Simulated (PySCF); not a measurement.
Vertical excitations of a molecule C₃H₉FSi from TDA-ωB97X/def2-SVPD (PySCF 2.14.0), as energy in eV (oscillator strength): 8.17 (0.002), 8.63 (0.022), 8.67 (0.033), 9.12 (0.016), 9.33 (0.109), 9.52 (0.074), 9.78 (0.107), 9.86 (0.017), 10.00 (0.107), 10.24 (0.054). Lowest triplet (TDA): 7.82 eV. Coordinates come from a B3LYP-D3(BJ)/def2-SVP optimisation. One conformer was computed; it need not be the lowest.

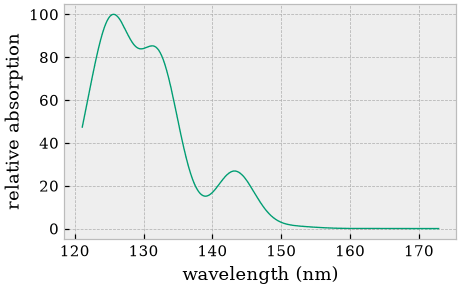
*The lines broadened by 0.4 eV.*

Q: Identify the compound among the candidates.
A. C[Si](C)(C)F
B. CCC[SiH2]F
C. CC(C)(F)[SiH3]
D. CC[Si@H](C)F

A: D, CC[Si@H](C)F
